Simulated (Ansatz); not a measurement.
# La7CaGa8O24 (charge −1): single-point calculation

La7CaGa8O24 (defect cell, 40 atoms in the cell, total charge −1), computed with DFT, r2SCAN, PAW, plane waves (Ansatz 0.2.0).

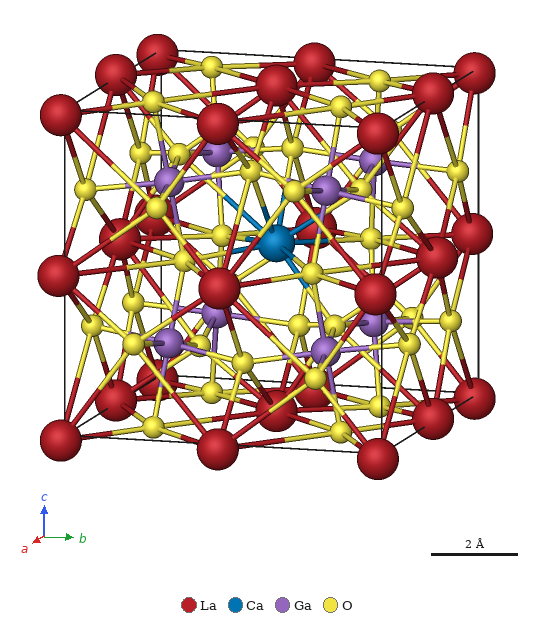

Fig. 1: The structure (ball-and-stick view of the cell of the calculation, seen slightly off an axis).

## The input
```yaml
crystal:
  lattice:
    - [7.729308, 0.000000, 0.000000]
    - [0.000000, 7.729308, 0.000000]
    - [0.000000, 0.000000, 7.729308]
  atoms:
    - { symbol: La, position: [0.000949, 0.988063, 0.983311] }
    - { symbol: La, position: [0.999815, 0.979968, 0.488847] }
    - { symbol: La, position: [0.001039, 0.483098, 0.984604] }
    - { symbol: La, position: [0.000789, 0.488174, 0.479190] }
    - { symbol: La, position: [0.499424, 0.009151, 0.015039] }
    - { symbol: La, position: [0.499149, 0.021654, 0.511020] }
    - { symbol: La, position: [0.499265, 0.515538, 0.011046] }
    - { symbol: Ca, position: [0.499783, 0.514709, 0.526465] }
    - { symbol: Ga, position: [0.252005, 0.251221, 0.250885] }
    - { symbol: Ga, position: [0.251875, 0.252866, 0.746063] }
    - { symbol: Ga, position: [0.253614, 0.746617, 0.252142] }
    - { symbol: Ga, position: [0.252694, 0.748567, 0.746963] }
    - { symbol: Ga, position: [0.748037, 0.251221, 0.251035] }
    - { symbol: Ga, position: [0.748354, 0.252862, 0.746285] }
    - { symbol: Ga, position: [0.746256, 0.746411, 0.252364] }
    - { symbol: Ga, position: [0.747571, 0.748395, 0.747462] }
    - { symbol: O, position: [0.208987, 0.222561, 0.997226] }
    - { symbol: O, position: [0.295164, 0.281981, 0.498960] }
    - { symbol: O, position: [0.288997, 0.776269, 0.001044] }
    - { symbol: O, position: [0.206671, 0.724369, 0.498334] }
    - { symbol: O, position: [0.791068, 0.215928, 0.998405] }
    - { symbol: O, position: [0.705867, 0.287994, 0.498468] }
    - { symbol: O, position: [0.711341, 0.782629, 0.000419] }
    - { symbol: O, position: [0.793514, 0.717970, 0.499743] }
    - { symbol: O, position: [0.999772, 0.217312, 0.292473] }
    - { symbol: O, position: [0.999853, 0.290239, 0.715058] }
    - { symbol: O, position: [0.999501, 0.790695, 0.219209] }
    - { symbol: O, position: [0.999942, 0.723796, 0.790900] }
    - { symbol: O, position: [0.500221, 0.273228, 0.197781] }
    - { symbol: O, position: [0.500362, 0.208476, 0.783008] }
    - { symbol: O, position: [0.500062, 0.698719, 0.282964] }
    - { symbol: O, position: [0.500375, 0.782101, 0.706920] }
    - { symbol: O, position: [0.289366, 0.000058, 0.276304] }
    - { symbol: O, position: [0.212994, 0.999782, 0.721793] }
    - { symbol: O, position: [0.206652, 0.497713, 0.218933] }
    - { symbol: O, position: [0.286660, 0.501572, 0.779553] }
    - { symbol: O, position: [0.710714, 0.999011, 0.283257] }
    - { symbol: O, position: [0.786337, 0.000622, 0.715737] }
    - { symbol: O, position: [0.792178, 0.498453, 0.213003] }
    - { symbol: O, position: [0.714606, 0.500652, 0.787463] }
  symmetry: { detect: false }
kpoints:
  mp_grid: { grid: [1, 1, 1], shift: [0.25, 0.25, 0.25] }
hamiltonian:
  xc: r2scan
total_charge: -1
scf:
  occupations: { method: fermi_dirac, width: 0.01 }
output:
  forces: true
  eigenvalues: true
  populations: true
  charged_corrections: { epsilon: 27 }
  eigenstates: { kpoints: [[0.25, 0.25, 0.25]], e_range: [-6.0, 6.0], localisation: true }
```

Launch command:
```bash
ansatz run in.yaml --threads 8 --pin off --max-ram 118750MiB --runs-dir r --events-out ev --progress --plain --backend cuda --devices 0,
```

## Log
```
La: projections on atomic orbitals take those of the free atom [Kr 4d10] 4f0 5s2 5p6 5d1 6s2, of charge +0.00 (hamiltonian.pseudopotentials.projection_atoms); the dataset's partial waves leave at most 1.9e-5 of an orbital's norm unspanned inside its sphere
Pseudopotentials: kind: paw
Functional definition: r2SCAN
  parameter k0 = 0.174
  parameter k1 = 0.065
  parameter a1 = 4.9479
  exchange = r2scan_x(k0 = k0, k1 = k1, a1 = a1)
  correlation = r2scan_c
Crystal: 40 atoms, lattice volume = 461.766 Å³
Basis set: ecut = 500 eV, 11753 PW (Γ), exchange–correlation on 240×240×240 points (64 copies of the dense FFT grid, shifted against one another)
Bands: 208, of which v1, the nominal top of the filled ones, is band 168 counted from 1 (167 counted from 0)
Symmetry: 1 space group operations
k-points: 1
Non-local potential: La, projectors of the file, l = 0: 3, l = 1: 2, l = 2: 2, l = 3: 3
Non-local potential: Ca, projectors of the file, l = 0: 3, l = 1: 2, l = 2: 2
Non-local potential: Ga, projectors of the file, l = 0: 2, l = 1: 2, l = 2: 3, l = 3: 1
Non-local potential: O, projectors of the file, l = 0: 2, l = 1: 2, l = 2: 1
PAW form: soft (Blöchl's): semilocal exchange-correlation on the pseudo side does not see the compensation charge
PAW frozen core: La, regenerated for the run's functional (the file was generated under x = pbe(κ = 0.804, μ = 0.2195149727645171), c = pbe(β = 0.06672455060314922))
PAW frozen core: Ca, regenerated for the run's functional (the file was generated under x = pbe(κ = 0.804, μ = 0.2195149727645171), c = pbe(β = 0.06672455060314922))
PAW frozen core: Ga, regenerated for the run's functional (the file was generated under x = pbe(κ = 0.804, μ = 0.2195149727645171), c = pbe(β = 0.06672455060314922))
PAW frozen core: O, regenerated for the run's functional (the file was generated under x = pbe(κ = 0.804, μ = 0.2195149727645171), c = pbe(β = 0.06672455060314922))
PAW one-centre angular grid: La, 974 points (default); XC on 160 Gauss nodes
PAW one-centre angular grid: Ca, 302 points (default); XC on 160 Gauss nodes
PAW one-centre angular grid: Ga, 590 points (default); XC on 160 Gauss nodes
PAW one-centre angular grid: O, 302 points (default); XC on 160 Gauss nodes
Initial density: superposition of atomic densities (neutral atoms scaled as one to the charged cell's electrons: chi_scale 0, normalization atom), corrected by the library's trained network
Initial wavefunctions: pseudopotential atomic-orbital guess
Functional: x = r2scan, c = r2scan; τ floored in thin density (d = 2e-4 eV/Å³)
SCF iter   1: F=—  HF=-89682.732249 eV  |F-HF|=—  |Δ(HF+E_count)|=         —  Δρ=9.91e-3  dr2=5.42e-1  dr2_τ=1.65e0  ethr=1.77e-3  ⟨swp⟩=6.0  Hψ=818  notcnv=0
preconditioner: auto → Resta (q_TF=auto, 2.587 Å⁻¹)  ε∞=4.9  [insulator: Δε(μ)=5.507 eV  Ē_g=16.036 eV  σ=0.010 eV  W_gap=1.00  n_scr=146 (ndim 8)  ℏωp=31.6 eV  f_vac=0.000  D(μ)=0.00/eV (n_scr^D=0)  ε∞_Penn≈4.9]
SCF iter   2: F=—  HF=-89683.972614 eV  |F-HF|=—  |Δ(HF+E_count)|=    1.24e0  Δρ=6.05e-3  dr2=1.56e-1  dr2_τ=7.36e-3  ethr=1.61e-4  ⟨swp⟩=4.0  Hψ=431  notcnv=0  defer=31
SCF iter   3: F=—  HF=-89683.956590 eV  |F-HF|=—  |Δ(HF+E_count)|=   1.60e-2  Δρ=2.03e-3  dr2=8.80e-3  dr2_τ=7.87e-4  ethr=4.64e-5  ⟨swp⟩=8.0  Hψ=387  notcnv=0  defer=31
SCF iter   4: F=—  HF=-89683.956207 eV  |F-HF|=—  |Δ(HF+E_count)|=   3.83e-4  Δρ=7.67e-4  dr2=3.17e-3  dr2_τ=3.64e-4  ethr=2.62e-6  ⟨swp⟩=4.0  Hψ=356  notcnv=0  defer=31
SCF iter   5: F=—  HF=-89683.954933 eV  |F-HF|=—  |Δ(HF+E_count)|=   1.27e-3  Δρ=2.86e-4  dr2=2.74e-4  dr2_τ=8.18e-6  ethr=9.43e-7  ⟨swp⟩=2.0  Hψ=307  notcnv=0  defer=31
SCF iter   6: F=—  HF=-89683.954718 eV  |F-HF|=—  |Δ(HF+E_count)|=   2.15e-4  Δρ=1.57e-4  dr2=1.16e-4  dr2_τ=7.53e-6  ethr=8.14e-8  ⟨swp⟩=2.0  Hψ=344  notcnv=0  defer=31
SCF iter   7: F=—  HF=-89683.954712 eV  |F-HF|=—  |Δ(HF+E_count)|=   6.09e-6  Δρ=3.14e-5  dr2=4.89e-6  dr2_τ=1.23e-7  ethr=3.45e-8  ⟨swp⟩=2.0  Hψ=249  notcnv=0  defer=31
SCF iter   8: F=—  HF=-89683.955197 eV  |F-HF|=—  |Δ(HF+E_count)|=   4.85e-4  Δρ=1.42e-5  dr2=8.42e-7  dr2_τ=9.26e-8  ethr=1.46e-9  ⟨swp⟩=2.0  Hψ=368  notcnv=0  defer=31
SCF iter   9: F=—  HF=-89683.955196 eV  |F-HF|=—  |Δ(HF+E_count)|=   1.36e-7  Δρ=5.84e-6  dr2=1.58e-7  dr2_τ=1.28e-8  ethr=2.50e-10  ⟨swp⟩=2.0  Hψ=323  notcnv=0  defer=31
SCF iter  10: F=-89683.955196 eV  HF=-89683.955196 eV  |F-HF|=1.25e-9  |Δ(HF+E_count)|=   3.44e-8  Δρ=7.63e-7  dr2=1.61e-9  dr2_τ=2.47e-10  ethr=2.98e-11  ⟨swp⟩=13.0  Hψ=1083  notcnv=0
SCF 1 converged in 10 iterations: F = -89683.955196 eV  dr2 = 1.61e-9
  greatest PAW one-centre occupation: 0.997 electrons in one spin orbital (limit 2), on the Ga atom at site 8 (counted from 0), in its partial waves of l = 2
```

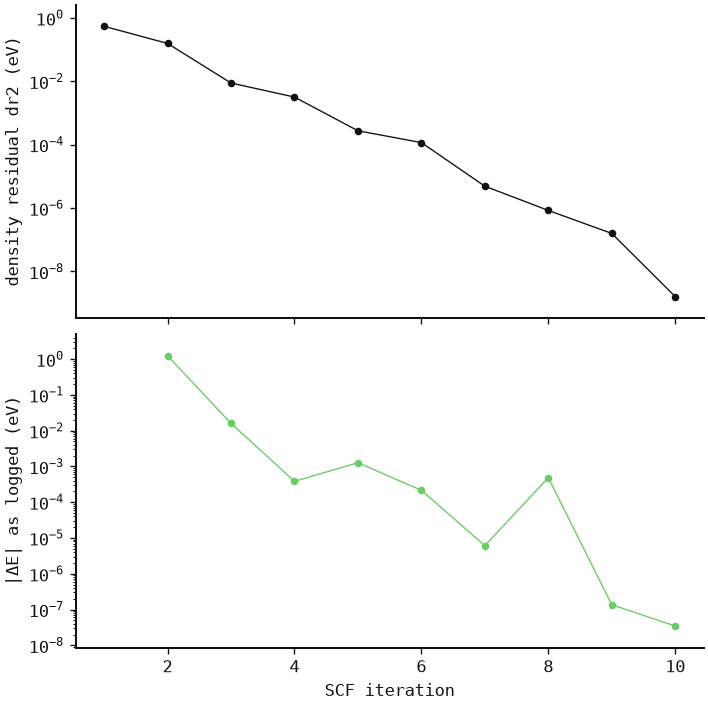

Fig. 2: Convergence of the self-consistent field: density residual dr2 and size of the energy change against the SCF iteration. The residual falls at every step.

```
NSCF: frozen V_eff on 1 k-points
SCF converged after 10 iterations
Free energy (F): -89683.955196 eV
Harris-Foulkes:  -89683.955196 eV  (|F-HF|=1.25e-9)
Internal energy: -89683.955196 eV  (E = F + TS)
E sigma→0 (E₀):  -89683.955196 eV
Fermi energy:    13.405723 eV
--- Per-component energies (eV) ---
  E_band       = 207.552975
  E_kinetic    = 6850.969608
  E_local      = -23890.025031  (includes V_loc(G=0)·N_el)
  E_nonlocal   = 5367.302020
  E_hartree    = 10474.579869
  E_xc         = -3349.837578
  E_vxc        = -4363.738493  (∫ρ·V_xc dr)
  E_paw        = -58900.672062  (= ΣΔE_a)
  E_vpaw       = -4959.876267  (= ΣTr[D̂ρ^β])
  E_aug_tail   = 0.024276  (compensation charges beyond the density's cutoff)
  E_vtau       = 253.737931  (kinetic-family band-sum trace: ∫τ·v_τ [+ j·A + Jᵃ·Aᵃ] dr)
  E_ewald      = -26230.564078
  E_core_change = -5.732219  (= ΣΔE_core)
  E_smearing   = -0.000000  (= −TS)
  E_closure    = 0.000000  (closes the sum)
  E_deformation_potential = -21.829313  (in the stress; not in F)
  Σ components = -89683.955196   (vs F -89683.955196, Δ=0.00e0)
--- Forces (eV/Å), atoms counted from 1 ---
  atom   1  La    -0.02361252     0.02447242     0.06583444
  atom   2  La    -0.01548170     0.07610170     0.02559868
  atom   3  La    -0.02895548     0.06904170     0.03638116
  atom   4  La    -0.02082200     0.03062703     0.08105786
  atom   5  La     0.02230789    -0.02890242    -0.07505879
  atom   6  La     0.02943757    -0.09181233    -0.02691663
  atom   7  La     0.02466880    -0.05729643    -0.02746014
  atom   8  Ca     0.01740797     0.01262294    -0.01605620
  atom   9  Ga     0.01481999     0.01417660    -0.00236045
  atom  10  Ga     0.01749279     0.01908288     0.00573488
  atom  11  Ga     0.00479751    -0.01919511     0.00727312
  atom  12  Ga     0.01456705    -0.01564172    -0.01877703
  atom  13  Ga    -0.01420870     0.02109309    -0.00376857
  atom  14  Ga    -0.01822955     0.01135293    -0.00044414
  atom  15  Ga    -0.00227426    -0.01997184     0.01025157
  atom  16  Ga    -0.01569530    -0.01540170    -0.01730057
  atom  17  O      0.12514382     0.05470824     0.03147983
  atom  18  O     -0.10125893    -0.01725296    -0.03503901
  atom  19  O     -0.12007907    -0.05542651    -0.02560941
  atom  20  O      0.18197235     0.02367063     0.03711037
  atom  21  O     -0.12173803     0.09014024     0.00166906
  atom  22  O      0.08329775    -0.05015030    -0.00383100
  atom  23  O      0.11372194    -0.08741722     0.00161802
  atom  24  O     -0.18175192     0.05712546    -0.00435784
  atom  25  O      0.01298171     0.04362878    -0.12938486
  atom  26  O      0.01019069    -0.13596986     0.04102097
  atom  27  O      0.01109384    -0.12718416     0.03940716
  atom  28  O      0.00359090     0.02532360    -0.13599596
  atom  29  O     -0.00809703    -0.00939490     0.18101029
  atom  30  O     -0.01249779     0.15382206    -0.05817977
  atom  31  O     -0.00445686     0.11365410     0.01671264
  atom  32  O     -0.00561732    -0.10369955     0.10486371
  atom  33  O     -0.12096990    -0.03011276    -0.04298779
  atom  34  O      0.12107637     0.03976770     0.04398832
  atom  35  O      0.14444211     0.01879873     0.06563643
  atom  36  O     -0.08549190    -0.02896417    -0.11423286
  atom  37  O      0.11373870     0.00034776    -0.08465078
  atom  38  O     -0.11121705     0.00983632     0.08281854
  atom  39  O     -0.13269794    -0.01480083     0.09983510
  atom  40  O      0.07843509    -0.00076453    -0.15685500
  max |Σ_I F_I| component: 3.56e-5 eV/Å
--- Charged-cell corrections in eV (Makov–Payne, q = -1.000 e, ε = 27.000) ---
  F (periodic)     = -89683.955196  (uncorrected; the corrections below are reported, never added to it)
  E_corr1          = +0.097886  (monopole, q²α_M/2εL)
  F Makov-Payne    = -89683.857310  (F + E_corr1; no measured alignment; for a localised charge, not one spread in a band: unchecked)
--- Band table (eV) ---
  k-point 0: bands = ["-28.7404", "-19.9957", "-19.9470", "-19.9415", "-19.9276", "-19.8896", "-19.8748", "-19.8397", "-9.1411", "-9.1349", "-9.1193", "-8.2687", "-8.1818", "-8.1114", "-8.0099", "-7.8509", "-7.7639", "-7.6947", "-7.5121", "-7.4021", "-7.3250", "-7.2516", "-7.1121", "-7.0554", "-7.0275", "-7.0032", "-6.9609", "-6.9436", "-6.9121", "-6.8458", "-6.8302", "-6.7791", "-6.6981", "-6.6319", "-6.5752", "-3.4343", "-3.3629", "-3.2944", "-3.2822", "-3.2234",
      "-3.2081", "-3.1913", "-3.1698", "-3.1057", "-3.0919", "-3.0262", "-2.9803", "-2.8680", "-2.8206", "-2.7414", "-2.7022", "-2.6673", "-2.6288", "-2.6115", "-2.5673", "-2.5569", "-2.2767", "-2.2679", "-2.2116", "-2.2055", "-2.1927", "-2.1276", "-2.1238", "-2.1161", "-2.1036", "-2.0934", "-2.0897", "-2.0840", "-2.0753", "-2.0735", "-2.0685", "-2.0639", "-2.0621", "-2.0576", "-2.0554", "-2.0519", "-2.0470", "-2.0433", "-2.0383", "-2.0322",
      "-2.0307", "-2.0239", "-2.0203", "-2.0117", "-2.0069", "-1.8738", "-1.8544", "-1.8301", "-1.8169", "-1.7825", "-1.7611", "-1.4474", "-1.4331", "-1.4097", "-1.3568", "-1.2895", "3.3964", "4.4861", "4.5246", "4.5755", "5.2147", "5.2398", "5.3399", "5.8169", "6.6844", "6.7159", "6.7611", "6.7892", "6.9516", "7.3373", "7.3653", "7.3827", "7.4986", "7.5164", "7.5394", "7.6438", "7.7016", "7.7248", "8.1497", "8.2296",
      "8.2609", "8.3269", "8.4366", "8.4894", "8.5611", "8.6104", "8.7255", "8.7685", "8.8390", "8.9115", "8.9460", "8.9963", "9.0098", "9.0355", "9.0823", "9.1088", "9.1680", "9.1950", "9.3140", "9.3637", "9.4265", "9.5266", "9.5648", "9.5838", "9.6259", "9.6759", "9.7194", "9.7489", "9.7919", "9.8449", "10.0128", "10.0437", "10.0645", "10.1083", "10.1185", "10.1423", "10.1605", "10.1812", "10.2138", "10.2407",
      "10.2990", "10.3116", "10.3514", "10.4083", "10.4418", "10.4893", "10.6229", "10.6660", "16.1454", "16.2272", "16.2782", "16.3040", "16.3214", "16.3356", "16.3571", "16.3764", "16.3892", "16.4140", "16.4243", "16.4390", "16.4465", "16.4574", "16.4670", "16.4799", "16.4935", "16.5038", "16.5108", "16.5225", "16.5256", "16.5364", "16.5460", "16.5512", "16.5589", "16.5661", "16.5780", "16.5885", "16.5956", "16.6070", "16.6117", "16.6222",
      "16.6360", "16.6443", "16.6696", "16.6792", "16.6874", "16.6976", "16.7079", "16.7177"]
--- Löwdin populations: 40 sites ---
  site symbol       q [e]
     0     La      9.9038
     1     La      9.9040
     2     La      9.9039
     3     La      9.9084
     4     La      9.9075
     5     La      9.9082
     6     La      9.9077
     7     Ca      8.1757
     8     Ga     12.0590
     9     Ga     12.0686
    10     Ga     12.0649
    11     Ga     12.0722
    12     Ga     12.0609
    13     Ga     12.0691
    14     Ga     12.0655
    15     Ga     12.0707
    16      O      6.6698
    17      O      6.7880
    18      O      6.6700
    19      O      6.7005
    20      O      6.6671
    21      O      6.7937
    22      O      6.6668
    23      O      6.7022
    24      O      6.6610
    25      O      6.6626
    26      O      6.6613
    27      O      6.6613
    28      O      6.6632
    29      O      6.6661
    30      O      6.8006
    31      O      6.7504
    32      O      6.6730
    33      O      6.6733
    34      O      6.6703
    35      O      6.7416
    36      O      6.6687
    37      O      6.6696
    38      O      6.6654
    39      O      6.7296
  spilling = 0.003792 (of n_electrons = 336.000000)
```

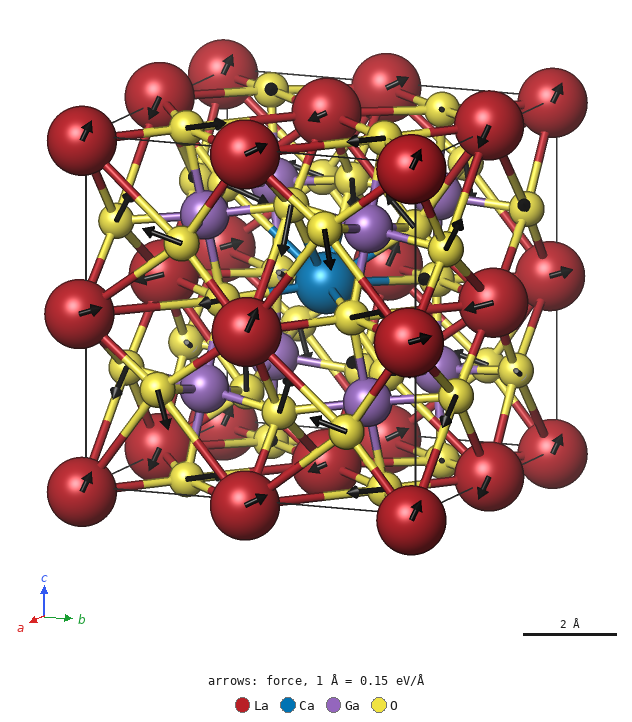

Fig. 3: Forces on the atoms as black arrows (ball-and-stick view of the cell of the calculation, seen slightly off an axis). The largest act on O20, O24 (0.19 eV/Å); O29 (0.18 eV/Å); O40 (0.18 eV/Å); O30, O39 (0.17 eV/Å), among others. Atoms are counted from 1 in the order of the input and aren't labelled in the picture. 

## Key numbers

- outcome: converged
- electrons treated: 336
- free energy: −89683.9552 eV
- Fermi energy: 13.406 eV
- largest force (length of the vector): 0.191 eV/Å
- hardware: 1 × NVIDIA GB300 Max-Q, 8 threads of Arm Neoverse-V2, 125 GiB of memory available, shared host
- wall time: 3.3 s (CPU time 8 s)
- peak memory: 2.6 GiB

The k-point mesh is coarse for a cell of this size, so the results may not be converged.
